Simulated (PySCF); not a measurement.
System: B2FH5.

Input

```
{"job": {"kind": "sp", "xc": "BP86", "basis": "ma-def2-SVP", "d3": "d3bj", "grid": 2}, "charge": 0, "multiplicity": 1}
B     -0.174016     0.830911    -0.280396
F     -0.350578     1.035358    -1.606210
H     -0.258868     1.765966     0.487780
H      0.998809     0.146041    -0.029744
B      0.181350    -0.832234     0.282904
H      0.249282    -1.706719    -0.549998
H      0.340089    -1.021205     1.467802
H     -0.966010    -0.203512     0.177747
```

Run with:

```sh
OMP_NUM_THREADS=1 python redox_run.py task.json out
```

Geometry: BP86-D3(BJ)/ma-def2-SVP.

Theory: DFT single point, gas phase, functional BP86 (PySCF).

What can the converged electron density and electron localisation function tell about the bonding?

B–F (1.35 Å): ρ is about 2 e/Å³ halfway; the ELF peaks at about 0.85 between the atoms, as expected for a polar covalent bond.
B–B (1.79 Å): ρ at the midpoint is about 0.74 e/Å³; the ELF peaks at about 0.70 between the atoms.
B–H (1.21 Å): ρ is about 1.2 e/Å³ halfway; the ELF climbs to about 1 towards the hydrogen, as it does in any bond to H; an ordinary covalent bond to hydrogen.

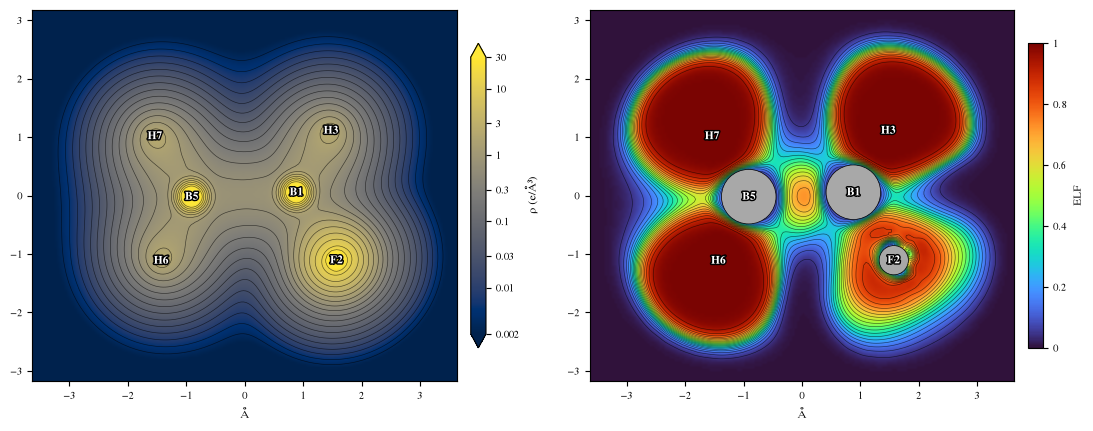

Computed electron density and electron localisation function on the plane of atoms F2, B1 and H3, in this order. Grey discs cover the atomic cores in the ELF map. 
